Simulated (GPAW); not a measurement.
Consider KCrF3 (P4/mmm).

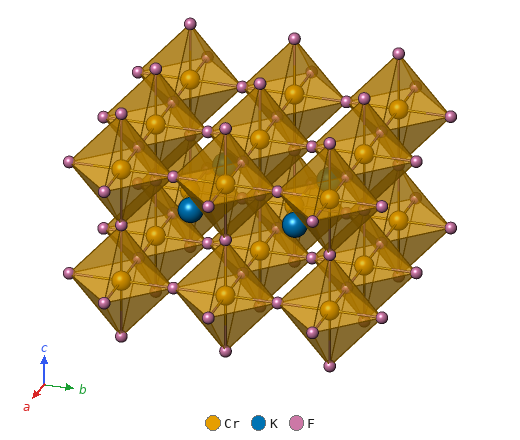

The structure (chromium orange, potassium blue, fluorine pink). 2×2×1 cells are drawn. Some periodic images of atoms are drawn too.

```xyz
5
Lattice="4.0936 0.0000 0.0000 0.0000 4.0936 0.0000 0.0000 0.0000 4.6006" Properties=species:S:1:pos:R:3 pbc="T T T"
Cr    0.0000    0.0000    0.0000
K     2.0468    2.0468    2.3003
F     2.0468    0.0000    0.0000
F     0.0000    2.0468    0.0000
F     0.0000    0.0000    2.3003
```

Absorber: atom 3, with 2 Cr at 2.05 Å (linear, site symmetry mmm). Method: GPAW, LDA, excited-electron core hole (neutral cell), 10-atom cell with 5.8 Å between holes, 5×5×5 k points, dipole transitions, Gaussian full width 0.9 eV up to 4 eV, rising linearly to 3.5 eV at 25 eV.

Where do the maxima of the F K edge fall?

Main maxima up to 24 eV above the zero (height): 1.5 eV (1.31), 3.6 eV (2.14), 7.1 eV (1.40), 15.0 eV (1.23) and 23.1 eV (1.12). A K edge sees empty p states; the first features are F p mixed into the empty d states of the Cr neighbours, and the broad ones above probably into the cations' higher empty bands. The total-energy difference is 680.00 eV. The functional leaves an error in such absolute values: in the free atom LDA prices this hole 4.7 eV below PBE (computed apart), and PBE is itself good to a few eV.

The F K spectrum (energy from the lowest empty level; intensity scaled to a mean of 1 over the first 20 eV; polarised curves are means over the symmetry-equivalent atoms):

| E (eV) | isotropic | ε ⊥ c | ε ∥ c |
| --- | --- | --- | --- |
| -2.0 | 0.00 | 0.00 | 0.00 |
| -0.5 | 0.07 | 0.10 | 0.00 |
| 1.0 | 0.97 | 0.85 | 1.22 |
| 2.5 | 1.28 | 1.55 | 0.76 |
| 4.0 | 1.95 | 1.96 | 1.94 |
| 5.5 | 1.04 | 1.10 | 0.93 |
| 7.0 | 1.40 | 1.69 | 0.81 |
| 8.5 | 0.88 | 1.07 | 0.50 |
| 10.0 | 0.63 | 0.86 | 0.19 |
| 11.5 | 0.43 | 0.49 | 0.33 |
| 13.0 | 0.80 | 0.64 | 1.12 |
| 14.5 | 1.20 | 1.03 | 1.55 |
| 16.0 | 1.12 | 1.14 | 1.07 |
| 17.5 | 0.74 | 0.70 | 0.82 |
| 19.0 | 0.63 | 0.49 | 0.92 |
| 20.5 | 0.80 | 0.59 | 1.23 |
| 22.0 | 1.04 | 0.88 | 1.38 |
| 23.5 | 1.11 | 1.03 | 1.27 |
| 25.0 | 1.00 | 1.02 | 0.97 |
| 26.5 | 1.06 | 1.18 | 0.82 |
| 28.0 | 1.35 | 1.58 | 0.90 |
| 29.5 | 1.50 | 1.70 | 1.11 |

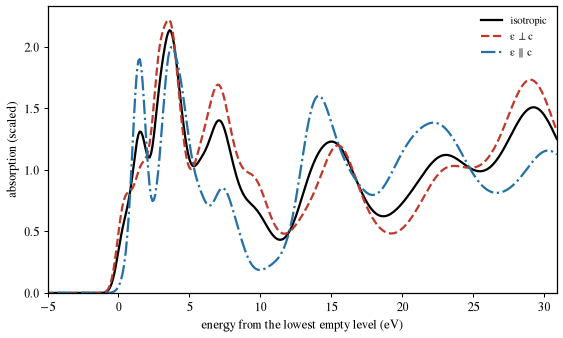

The F K edge.

The hole lies in one spin channel, while the script sums the empty states of both and takes the lower zero; where the two channels are split, this blurs and shifts the curve. The unit cell's mesh shows no gap over 0.35 eV. That is right for a metallic compound; for a small-gap or correlated insulator it would be the fault of the functional or of the assumed magnetic order, and the hole would be screened too well. The crystal has 2 inequivalent F sites and not all are shown here, while a measurement adds them all. The spins start ferromagnetically in a simple order, which needn't be the measured one; gap and edge can depend on it. The holes are only 5.8 Å apart, so the shape is probably not converged with cell size; no larger cell was run here. The mesh is coarse (0.27 Å⁻¹ between points), so small maxima may be mesh ripples. The structure is a computed Materials Project entry and may be a hypothetical form.

[Banner, clock and machine lines of the logs are left out without a mark of their own.]

[Logs are printed without paths, hosts, clocks, repeated set-up lines and the standing remarks that a program may print on its own settings, such as how far it seeks lower states.]

[Hosts, paths, dates, database ids (printed as entryN), source tags and the programs' standing remarks are cut or masked in the printed files.]

[Lists of maxima count a maximum above −3 eV only where it reaches 4 % of the highest in the window and stands out from its surroundings by 2 % of it (1.5 % where it reaches 55 %); shoulders and weaker maxima are passed over, and of the rest the first, up to two pre-edge ones and the few strongest are named.]
